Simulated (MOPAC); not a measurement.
# Frequency calculation of B2Cl4

System: B2Cl4 (13701-67-2).
Method: PM6-D3, closed shell, dispersion D3 (MOPAC 23.2.5).

The geometry was optimised with PM6-D3.

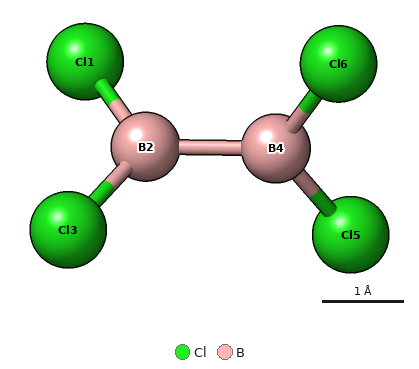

*The input geometry (ball-and-stick view, seen at a tilt; atoms are numbered from 1 in the order of the input).*

Bond lengths as drawn: B–B 1.63 Å and B–Cl 1.72 Å.

### Input (run.mop)
```
PM6-D3 FORCE THERMO(200,600,200) THREADS=1 AUX(PRECISION=6)


Cl    -1.095285 +1    -1.947410 +1    -0.255183 +1
B     -0.181782 +1    -0.662594 +1     0.443183 +1
Cl     0.337604 +1    -0.764386 +1     2.084054 +1
B      0.190436 +1     0.648970 +1    -0.448886 +1
Cl     1.652306 +1     0.683300 +1    -1.362276 +1
Cl    -0.879033 +1     2.001039 +1    -0.478820 +1
```

Hardware: 1 thread of Arm Neoverse N1, 90 GiB of memory available, shared host.

Launched with:
```bash
mopac run.mop
```

### Output
```
MOPAC v23.2.5
PM6-D3 CALCULATION RESULTS

 *  PM6-D3     - CORRECT DISPERSION USING D3 METHOD
 *  FORCE      - FORCE CALCULATION SPECIFIED
 *  THREADS=1  - MULTI-THREADING NOT USED
 *  AUX        - OUTPUT AUXILIARY INFORMATION
 *  THERMO     - THERMODYNAMIC QUANTITIES TO BE CALCULATED
PM6-D3 FORCE THERMO(200,600,200) THREADS=1 AUX(PRECISION=6)

   ATOM   CHEMICAL          X               Y               Z
  NUMBER   SYMBOL      (ANGSTROMS)     (ANGSTROMS)     (ANGSTROMS)

     1      Cl         -1.09528500  *  -1.94741000  *  -0.25518300  *
     2       B         -0.18178200  *  -0.66259400  *   0.44318300  *
     3      Cl          0.33760400  *  -0.76438600  *   2.08405400  *
     4       B          0.19043600  *   0.64897000  *  -0.44888600  *
     5      Cl          1.65230600  *   0.68330000  *  -1.36227600  *
     6      Cl         -0.87903300  *   2.00103900  *  -0.47882000  *

          CARTESIAN COORDINATES

    NO.       ATOM           X           Y           Z

     1        Cl         -1.0953     -1.9474     -0.2552
     2         B         -0.1818     -0.6626      0.4432
     3        Cl          0.3376     -0.7644      2.0841
     4         B          0.1904      0.6490     -0.4489
     5        Cl          1.6523      0.6833     -1.3623
     6        Cl         -0.8790      2.0010     -0.4788

           Empirical Formula: Cl4 B2  =     6 atoms

      MOLECULAR POINT GROUP   :   D2d

      RHF CALCULATION, NO. OF DOUBLY OCCUPIED LEVELS = 17

          HEAT OF FORMATION =    -114.221752 KCALS/MOLE

          CARTESIAN COORDINATE DERIVATIVES

   NUMBER  ATOM         X            Y            Z

     1      Cl     -0.031299    -0.008763    -0.002238
     2       B      0.031903     0.005381    -0.011658
     3      Cl      0.001668     0.008280    -0.001030
     4       B      0.014457    -0.004680     0.019037
     5      Cl     -0.003901    -0.006652    -0.001319
     6      Cl     -0.012828     0.006433    -0.002792

 DIPOLE           X         Y         Z       TOTAL
 POINT-CHG.     0.002     0.000     0.001     0.002
 HYBRID        -0.000    -0.000    -0.000     0.001
 SUM            0.001     0.000     0.001     0.002

          GRADIENT NORM =   0.05643

          TIME FOR SCF CALCULATION =    0.02

          TIME FOR DERIVATIVES     =    0.01

          MOLECULAR WEIGHT =  163.43

          ROTATIONAL CONSTANTS IN CM(-1)

          A =    0.05327839   B =    0.02953566   C =    0.02953272

           PRINCIPAL MOMENTS OF INERTIA IN UNITS OF 10**(-40)*GRAM-CM**2

          A =      525.4054   B =      947.7613   C =      947.8555

          ORIENTATION OF MOLECULE IN FORCE CALCULATION

    NO.       ATOM         X         Y         Z

     1         Cl      -2.1305    0.7061    0.0004
     2          B      -0.4063    0.7061    0.0004
     3         Cl       0.4576    2.1981    0.0004
     4          B       0.4069   -0.7058    0.0001
     5         Cl       0.8370   -1.4528    1.4932
     6         Cl       0.8357   -1.4515   -1.4942

    FIRST DERIVATIVES WILL BE USED IN THE CALCULATION OF SECOND DERIVATIVES

          ESTIMATED TIME TO COMPLETE CALCULATION =        0.84 SECONDS

    FOR POINT-GROUP D2d  THERE ARE   8 UNIQUE SYMMETRY FUNCTIONS.

 STEP:   1 TIME =     0.02 SECS, INTEGRAL =      0.02 TIME LEFT: 172799.95
 STEP:   2 TIME =     0.02 SECS, INTEGRAL =      0.05 TIME LEFT: 172799.93
 STEP:   3 TIME =     0.02 SECS, INTEGRAL =      0.07 TIME LEFT: 172799.91
 STEP:   4 TIME =     0.03 SECS, INTEGRAL =      0.10 TIME LEFT: 172799.88
 STEP:   5 TIME =     0.02 SECS, INTEGRAL =      0.12 TIME LEFT: 172799.85
 STEP:   6 TIME =     0.02 SECS, INTEGRAL =      0.15 TIME LEFT: 172799.83
 STEP:   7                       INTEGRAL =      0.15 TIME LEFT: 172799.83
 STEP:   8                       INTEGRAL =      0.15 TIME LEFT: 172799.83
 STEP:   9                       INTEGRAL =      0.15 TIME LEFT: 172799.83
 STEP:  10                       INTEGRAL =      0.15 TIME LEFT: 172799.83
 STEP:  11                       INTEGRAL =      0.15 TIME LEFT: 172799.83
 STEP:  12                       INTEGRAL =      0.15 TIME LEFT: 172799.83
 STEP:  13                       INTEGRAL =      0.15 TIME LEFT: 172799.83
 STEP:  14                       INTEGRAL =      0.15 TIME LEFT: 172799.83
 STEP:  15                       INTEGRAL =      0.15 TIME LEFT: 172799.83
 STEP:  16                       INTEGRAL =      0.15 TIME LEFT: 172799.83
 STEP:  17                       INTEGRAL =      0.15 TIME LEFT: 172799.83
 STEP:  18                       INTEGRAL =      0.15 TIME LEFT: 172799.83

(To convert to Hartree/Bohr^2, multiply by (10^(-21) x N x a0^2)/(4.184 x 627.51) =  0.0642)

           FORCE MATRIX IN MILLIDYNES/ANGSTROM

                 Cl  1       B  2      Cl  3       B  4      Cl  5      Cl  6
 ------------------------------------------------------------------------------
    Cl    1   3.970014
     B    2   3.332083   7.500407
    Cl    3   0.534617   3.333468   3.970014
     B    4   0.302882   3.388034   0.302882   7.500407
    Cl    5   0.070587   0.303227   0.070608   3.332083   3.970014
    Cl    6   0.070608   0.303663   0.070587   3.333468   0.534617   3.970014

          HEAT OF FORMATION =    -114.221752 KCALS/MOLE

          ZERO POINT ENERGY       8.230 KCAL/MOL

           NORMAL COORDINATE ANALYSIS (Total motion = 1 Angstrom)

   Root No.       1         2         3         4         5         6         7         8

                 1 B1      1 E       1 E       1 A1      1 B2      2 A1      2 E       2 E

                  39.5      90.9      90.9     150.8     244.3     419.7     440.9     440.9

           1   -0.0000   -0.1199   -0.1065   -0.0203   -0.1116    0.2043    0.0291   -0.0486
           2   -0.0001    0.1094    0.0971    0.2415   -0.0996    0.0181   -0.0110    0.0184
           3    0.2500    0.0738   -0.0831    0.0000   -0.0000   -0.0001   -0.0365   -0.0219
           4   -0.0000   -0.1268   -0.1125   -0.0076   -0.1002    0.0449    0.0196   -0.0326
           5   -0.0000   -0.0730   -0.0648    0.0132    0.1740   -0.0779    0.0112   -0.0188
           6    0.0000   -0.0666    0.0751    0.0000   -0.0000   -0.0000    0.4930    0.2954
           7   -0.0001    0.0343    0.0305   -0.1987    0.1421   -0.1181    0.0051   -0.0085
           8    0.0000   -0.1586   -0.1408    0.1388    0.0465   -0.1676    0.0307   -0.0512
           9   -0.2499    0.0738   -0.0832    0.0000   -0.0000   -0.0000   -0.0365   -0.0219
          10    0.0000   -0.0651   -0.0578    0.0076   -0.1002   -0.0449   -0.2560    0.4273
          11    0.0000   -0.0375   -0.0333   -0.0132    0.1740    0.0779   -0.1474    0.2460
          12   -0.0000   -0.1298    0.1463   -0.0000    0.0000    0.0000   -0.0377   -0.0226
          13   -0.2166    0.0036    0.1411    0.1095    0.0153   -0.0431   -0.0011   -0.0436
          14   -0.1247    0.1604   -0.0971   -0.1902   -0.0265    0.0748    0.0457    0.0027
          15   -0.0000   -0.0438    0.0494   -0.1029   -0.1464   -0.1859   -0.0329   -0.0197
          16    0.2167    0.1405   -0.0132    0.1095    0.0153   -0.0431    0.0390   -0.0196
          17    0.1248   -0.0775    0.1708   -0.1901   -0.0265    0.0747   -0.0239   -0.0391
          18   -0.0001   -0.0439    0.0494    0.1029    0.1464    0.1860   -0.0329   -0.0197

   Root No.       9        10        11        12

                 2 B2      3 E       3 E       3 A1

                 712.6     963.4     963.4    1199.4

           1    0.0907    0.0632   -0.0674    0.0297
           2   -0.0038   -0.0008    0.0009   -0.0017
           3    0.0000    0.0019    0.0018   -0.0000
           4   -0.1589   -0.3096    0.3303   -0.2197
           5    0.2760   -0.1782    0.1901    0.3817
           6    0.0000   -0.0137   -0.0129    0.0000
           7   -0.0422    0.0310   -0.0331   -0.0134
           8   -0.0804    0.0550   -0.0587   -0.0266
           9    0.0000    0.0019    0.0018   -0.0000
          10   -0.1589    0.0112   -0.0119    0.2197
          11    0.2759    0.0064   -0.0069   -0.3817
          12    0.0000    0.3811    0.3572   -0.0000
          13    0.0242   -0.0187   -0.0144   -0.0082
          14   -0.0421    0.0289    0.0289    0.0142
          15    0.0767   -0.0580   -0.0543   -0.0249
          16    0.0242    0.0156    0.0178   -0.0082
          17   -0.0421   -0.0307   -0.0270    0.0142
          18   -0.0767   -0.0580   -0.0543    0.0249

           MASS-WEIGHTED COORDINATE ANALYSIS (NORMAL COORDINATES)

   Root No.       1         2         3         4         5         6         7         8

                 1 B1      1 E       1 E       1 A1      1 B2      2 A1      2 E       2 E

                  39.5      90.9      90.9     150.8     244.3     419.7     440.9     440.9

           1   -0.0000   -0.3283   -0.2910   -0.0418   -0.3305    0.4910    0.0870   -0.1450
           2   -0.0001    0.2993    0.2652    0.4981   -0.2949    0.0435   -0.0329    0.0548
           3    0.5001    0.2017   -0.2275    0.0000   -0.0001   -0.0002   -0.1088   -0.0653
           4   -0.0000   -0.1916   -0.1698   -0.0087   -0.1638    0.0596    0.0323   -0.0537
           5   -0.0000   -0.1103   -0.0977    0.0151    0.2845   -0.1035    0.0186   -0.0310
           6    0.0000   -0.1006    0.1135    0.0000   -0.0000   -0.0000    0.8122    0.4874
           7   -0.0001    0.0940    0.0832   -0.4098    0.4208   -0.2838    0.0152   -0.0254
           8    0.0000   -0.4342   -0.3848    0.2863    0.1377   -0.4028    0.0917   -0.1529
           9   -0.4999    0.2017   -0.2277    0.0001   -0.0000   -0.0001   -0.1088   -0.0653
          10    0.0000   -0.0984   -0.0871    0.0087   -0.1638   -0.0596   -0.4224    0.7039
          11    0.0000   -0.0566   -0.0502   -0.0151    0.2845    0.1035   -0.2431    0.4052
          12   -0.0000   -0.1959    0.2211   -0.0000    0.0000    0.0000   -0.0620   -0.0373
          13   -0.4332    0.0101    0.3861    0.2258    0.0452   -0.1037   -0.0032   -0.1302
          14   -0.2495    0.4386   -0.2661   -0.3922   -0.0785    0.1798    0.1364    0.0080
          15   -0.0001   -0.1198    0.1352   -0.2123   -0.4334   -0.4469   -0.0983   -0.0590
          16    0.4334    0.3843   -0.0364    0.2258    0.0454   -0.1035    0.1163   -0.0585
          17    0.2496   -0.2115    0.4673   -0.3922   -0.0786    0.1796   -0.0713   -0.1166
          18   -0.0001   -0.1198    0.1352    0.2122    0.4335    0.4472   -0.0983   -0.0590

   Root No.       9        10        11        12

                 2 B2      3 E       3 E       3 A1

                 712.6     963.4     963.4    1199.4

           1    0.2947    0.2000   -0.2121    0.0852
           2   -0.0122   -0.0026    0.0028   -0.0050
           3    0.0001    0.0061    0.0058   -0.0000
           4   -0.2849   -0.5412    0.5741   -0.3476
           5    0.4949   -0.3116    0.3305    0.6038
           6    0.0000   -0.0238   -0.0225    0.0000
           7   -0.1372    0.0982   -0.1041   -0.0384
           8   -0.2610    0.1742   -0.1848   -0.0762
           9    0.0000    0.0061    0.0058   -0.0000
          10   -0.2849    0.0195   -0.0206    0.3476
          11    0.4949    0.0112   -0.0119   -0.6038
          12    0.0000    0.6624    0.6245   -0.0000
          13    0.0787   -0.0590   -0.0456   -0.0234
          14   -0.1367    0.0909    0.0915    0.0406
          15    0.2491   -0.1824   -0.1720   -0.0713
          16    0.0785    0.0490    0.0562   -0.0234
          17   -0.1366   -0.0967   -0.0854    0.0406
          18   -0.2493   -0.1825   -0.1720    0.0713

          DESCRIPTION OF VIBRATIONS

 VIBRATION          1    1B1         ATOM PAIR     ENERGY CONTRIBUTION    RADIAL
 FREQUENCY            39.45         B 4 -- Cl5         +25.0% ( 83.9%)      0.0%
 TRANSITION DIPOLE   0.0000         B 2 -- Cl3         +25.0% ( 83.9%)      0.0%
 TRAVEL (Ang.)       0.4391         B 4 -- Cl6         +25.0% ( 83.9%)      0.0%
 REDUCED MASS        8.8633         Cl1 -- B 2         +25.0% ( 83.9%)      0.0%
 EFFECTIVE MASS     35.4530
 FORCE CONSTANT      0.0081

 VIBRATION          3    1E          ATOM PAIR     ENERGY CONTRIBUTION    RADIAL
 FREQUENCY            90.94         B 2 -- B 4         +41.1% (286.0%)      0.0%
 TRANSITION DIPOLE   0.5384         B 4 -- Cl5         +16.0% (178.7%)      6.8%
 TRAVEL (Ang.)       0.3228         B 4 -- Cl6         +16.0% (178.7%)      6.7%
 REDUCED MASS        7.1174         B 2 -- Cl3         +13.5% (163.7%)      5.6%
 EFFECTIVE MASS     90.1135         Cl1 -- B 2         +13.4% (163.7%)      5.6%
 FORCE CONSTANT      0.0347

 VIBRATION          4    1A1         ATOM PAIR     ENERGY CONTRIBUTION    RADIAL
 FREQUENCY           150.78         B 2 -- Cl3         +23.5% ( 38.4%)      0.5%
 TRANSITION DIPOLE   0.0000         B 4 -- Cl5         +23.5% ( 38.4%)      0.5%
 TRAVEL (Ang.)       0.2248         B 4 -- Cl6         +23.5% ( 38.4%)      0.5%
 REDUCED MASS        8.8525         Cl1 -- B 2         +23.5% ( 38.4%)      0.5%
 EFFECTIVE MASS     35.6988
 FORCE CONSTANT      0.1186

 VIBRATION          5    1B2         ATOM PAIR     ENERGY CONTRIBUTION    RADIAL
 FREQUENCY           244.25         B 2 -- Cl3         +20.6% (120.0%)      7.6%
 TRANSITION DIPOLE   1.5814         B 4 -- Cl5         +20.6% (120.0%)      7.6%
 TRAVEL (Ang.)       0.2200         B 4 -- Cl6         +20.6% (120.0%)      7.6%
 REDUCED MASS        5.7053         Cl1 -- B 2         +20.6% (120.0%)      7.6%
 EFFECTIVE MASS     37.4468         B 2 -- B 4         +17.8% (111.5%)      0.0%
 FORCE CONSTANT      0.2005

 VIBRATION          6    2A1         ATOM PAIR     ENERGY CONTRIBUTION    RADIAL
 FREQUENCY           419.73         Cl1 -- B 2         +20.0% ( 47.9%)     89.6%
 TRANSITION DIPOLE   0.0000         B 4 -- Cl6         +20.0% ( 47.9%)     89.6%
 TRAVEL (Ang.)       0.1385         B 4 -- Cl5         +20.0% ( 47.8%)     89.6%
 REDUCED MASS        8.3694         B 2 -- Cl3         +20.0% ( 47.8%)     89.6%
 EFFECTIVE MASS     36.1606         B 2 -- B 4         +19.9% ( 47.6%)    100.0%
 FORCE CONSTANT      0.8687

 VIBRATION          8    2E          ATOM PAIR     ENERGY CONTRIBUTION    RADIAL
 FREQUENCY           440.89         B 2 -- B 4         +33.4% ( 92.7%)      0.0%
 TRANSITION DIPOLE   0.4202         B 4 -- Cl5         +24.2% ( 78.9%)      0.4%
 TRAVEL (Ang.)       0.1676         B 4 -- Cl6         +24.2% ( 78.9%)      0.4%
 REDUCED MASS        5.4406         Cl1 -- B 2          +9.1% ( 48.6%)      2.6%
 EFFECTIVE MASS     12.9120
 FORCE CONSTANT      0.6231

 VIBRATION          9    2B2         ATOM PAIR     ENERGY CONTRIBUTION    RADIAL
 FREQUENCY           712.64         Cl1 -- B 2         +21.6% ( 83.4%)     56.6%
 TRANSITION DIPOLE   5.9009         B 4 -- Cl6         +21.6% ( 83.4%)     56.6%
 TRAVEL (Ang.)       0.1675         B 4 -- Cl5         +21.6% ( 83.4%)     56.7%
 REDUCED MASS        3.3712         B 2 -- Cl3         +21.6% ( 83.4%)     56.7%
 EFFECTIVE MASS     17.8862         B 2 -- B 4         +13.7% ( 66.5%)      0.0%
 FORCE CONSTANT      1.0087

 VIBRATION         11    3E          ATOM PAIR     ENERGY CONTRIBUTION    RADIAL
 FREQUENCY           963.36         B 2 -- B 4         +29.0% ( 83.1%)      0.0%
 TRANSITION DIPOLE   7.0435         Cl1 -- B 2         +18.8% ( 66.9%)     85.1%
 TRAVEL (Ang.)       0.1324         B 2 -- Cl3         +18.8% ( 66.9%)     85.0%
 REDUCED MASS        3.9927         B 4 -- Cl5         +16.7% ( 63.1%)     85.0%
 EFFECTIVE MASS     14.0168         B 4 -- Cl6         +16.7% ( 63.1%)     85.1%
 FORCE CONSTANT      2.1832

 VIBRATION         12    3A1         ATOM PAIR     ENERGY CONTRIBUTION    RADIAL
 FREQUENCY          1199.41         B 2 -- B 4         +43.4% ( 97.3%)    100.0%
 TRANSITION DIPOLE   0.0000         B 4 -- Cl6         +14.1% ( 55.5%)     33.6%
 TRAVEL (Ang.)       0.1050         Cl1 -- B 2         +14.1% ( 55.5%)     33.6%
 REDUCED MASS        5.1023         B 2 -- Cl3         +14.1% ( 55.5%)     33.7%
 EFFECTIVE MASS     11.3507         B 4 -- Cl5         +14.1% ( 55.5%)     33.7%
 FORCE CONSTANT      4.3247

      SYMMETRY NUMBER FOR POINT-GROUP D2d =  4

          SYSTEM IS A GROUND STATE

          MOLECULE IS NOT LINEAR

          THERE ARE 12 GENUINE VIBRATIONS IN THIS SYSTEM
          THIS THERMODYNAMICS CALCULATION IS LIMITED TO
          MOLECULES WHICH HAVE NO INTERNAL ROTATIONS

                    CALCULATED THERMODYNAMIC PROPERTIES
                                          *
   TEMP. (K)   PARTITION FUNCTION   H.O.F.    ENTHALPY  HEAT CAPACITY ENTROPY
                                   KCAL/MOL   CAL/MOLE    CAL/K/MOL  CAL/K/MOL

 298.00  VIB.     0.1998D+03                  2847.3387    15.6005    20.0822
         ROT.     0.1938D+06                   888.2803     2.9808    27.1737
         INT.     0.3872D+08                  3735.6190    18.5813    47.2559
         TRA.     0.2020D+28                  1480.4672     4.9680    41.1800
         TOT.                     -114.222    5216.0862    23.5493    88.4359

 200.00  VIB.     0.3700D+02                  1462.5742    12.4905    14.4886
         ROT.     0.1065D+06                   596.1613     2.9808    25.9850
         INT.     0.3942D+07                  2058.7355    15.4713    40.4736
         TRA.     0.1111D+28                   993.6021     4.9680    39.1989
         TOT.                     -116.386    3052.3376    20.4393    79.6725

 400.00  VIB.     0.9425D+03                  4562.6123    17.8915    25.0159
         ROT.     0.3013D+06                  1192.3226     2.9808    28.0512
         INT.     0.2840D+09                  5754.9348    20.8723    53.0671
         TRA.     0.3141D+28                  1987.2043     4.9680    42.6425
         TOT.                     -111.696    7742.1391    25.8403    95.7095

 600.00  VIB.     0.1266D+05                  8433.4027    20.4947    32.8277
         ROT.     0.5535D+06                  1788.4838     2.9808    29.2598
         INT.     0.7009D+10                 10221.8866    23.4755    62.0874
         TRA.     0.5771D+28                  2980.8064     4.9680    44.6568
         TOT.                     -106.235   13202.6929    28.4436   106.7443

   *: NOTE: HEATS OF FORMATION ARE RELATIVE TO THE
            ELEMENTS IN THEIR STANDARD STATE AT 298K
              (=  Standard Enthalpy of Formation).

            Hvib:  Zero-point energy is not included.
                   frequencies of less than zero cm-1 are not included.
            Hrot = (3/2)RT
            Htra = (3/2)RT + pV = (5/2)RT

            Heat capacity is Cp, not Cv

           FORCE CONSTANT IN CARTESIAN COORDINATES (Millidynes/A)

    ATOM   CHEMICAL       X               Y               Z
   NUMBER   SYMBOL  FORCE CONSTANT  FORCE CONSTANT  FORCE CONSTANT

      1      Cl        3.959127        0.279795        0.091577
      2       B        5.071787        5.397938        1.118242
      3      Cl        1.244684        2.994237        0.091577
      4       B        2.223781        4.454070        4.910116
      5      Cl        0.357280        0.893154        3.080064
      6      Cl        0.357141        0.893033        3.080324

 *                    *
 * JOB ENDED NORMALLY *
 *                    *

 TOTAL JOB TIME:             0.18 SECONDS

 == MOPAC DONE ==
```

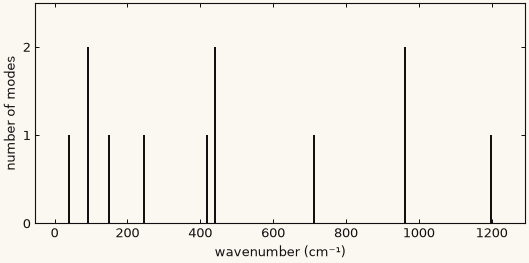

*Harmonic vibrational wavenumbers from the force constants; neighbouring modes closer than 5 cm⁻¹ are counted in one stick.*

12 modes from 39 to 1199 cm⁻¹, none imaginary.

### Key numbers

```csv
quantity,value
outcome,converged
heat of formation,−114.22 kcal/mol
basis functions,44
zero-point energy,0.013115 hartree
"wavenumbers, lowest and highest",39 and 1199 cm⁻¹
peak memory,0.092 GiB
```

MOPAC's energies along a path are heats of formation.
